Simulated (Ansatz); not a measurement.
# C₃H₇GeO (SMILES [OH][Ge]1[CH2]C[CH2]1) (doublet): what the fields show

```xyz
12

C    -1.3232    0.4067   -0.8796
C     0.0088    1.1524   -1.1238
C     0.4451    1.6698    0.2638
Ge   -0.8356    0.3241    1.0504
O    -2.1697    1.0842    1.9870
H    -1.4841   -0.5040   -1.4709
H    -2.2098    1.0552   -0.9655
H     0.7622    0.4465   -1.5072
H    -0.0840    1.9606   -1.8707
H     0.0547    2.6734    0.4978
H     1.5205    1.6373    0.4816
H    -1.9140    1.3147    2.8874
```

Geometry: PBE0-D3(BJ)/def2-SVP.

Theory: Ansatz, isolated molecule in a Gaussian basis; Kohn-Sham density functional theory, functional PBE0.

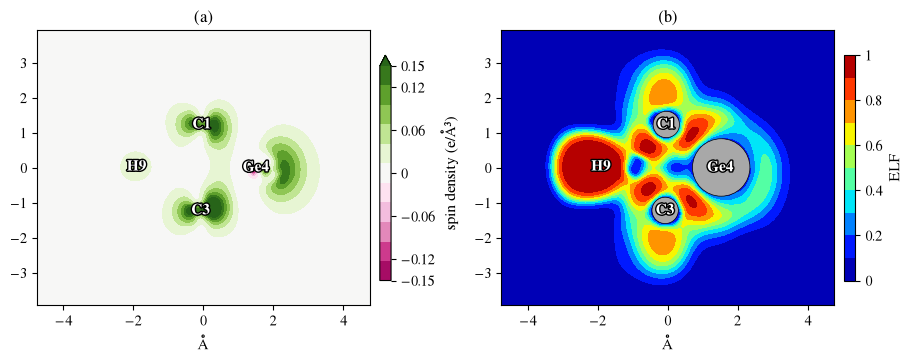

Figure 1. (a) spin density (α minus β); (b) ELF on the plane of atoms C1, Ge4 and C3. Grey discs cover the atomic cores in the ELF map.

What do the fields say about this system?

- Atoms in the plane: C, Ge and H.
- C–Ge (1.99 Å): the ELF peaks at about 0.90 in the valence shell of C, 0.7 Å from its nucleus, and is about 0.65 at the midpoint.
- The unpaired spin (1 electron) lies mostly on Ge4 (about 0.6), C3 (about 0.1), C1 (about 0.1) and O5 (about 0.1), in electrons by Hirshfeld's partition.

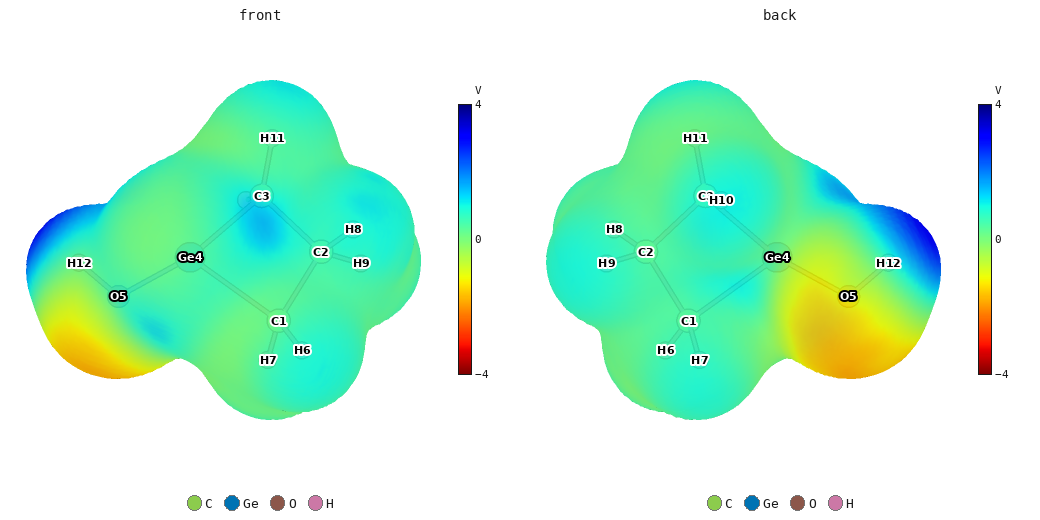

Figure 2. The electrostatic potential painted on the density surface at 0.004 e/bohr³, seen from the front and from behind; the colour scale runs from red (negative) to blue (positive).

Describe the electrostatic potential map.

The most negative region (about −1.8 V) lies over O5, the most positive (about +3.0 V) over H12. O5 is the likeliest acceptor of a hydrogen bond.

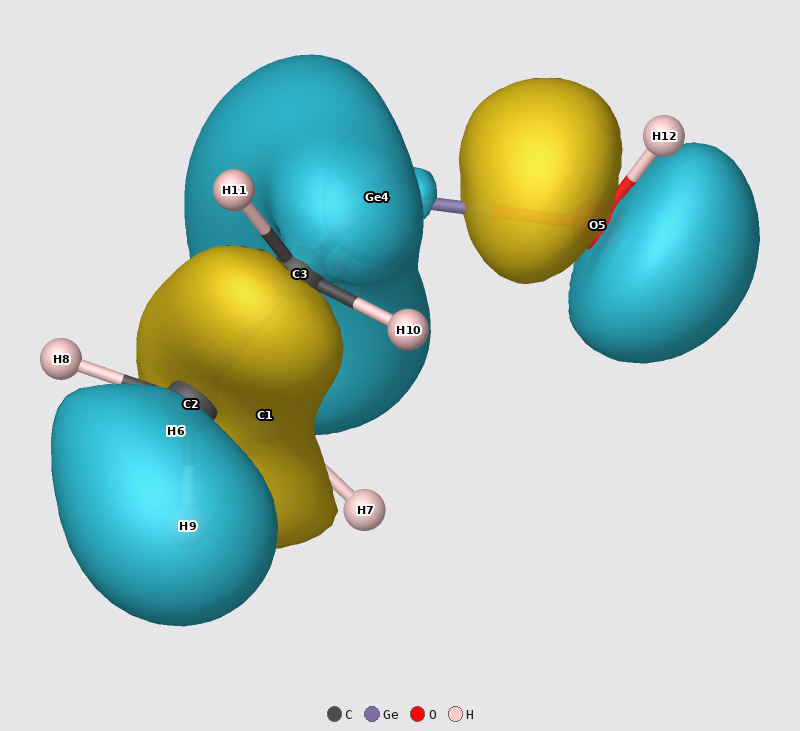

Figure 3. The HOMO−1 (β) at ±0.1 Å⁻³ᐟ² (yellow and cyan are the two phases), seen at an oblique angle.

Where does this orbital lie, and at what energy?

It lies mainly on O5 (about 30 %), Ge4 (about 25 %), C2 (about 15 %), C1 (about 15 %), C3 (about 10 %) and H9 (about 5 %). Its energy is −8.63 eV.
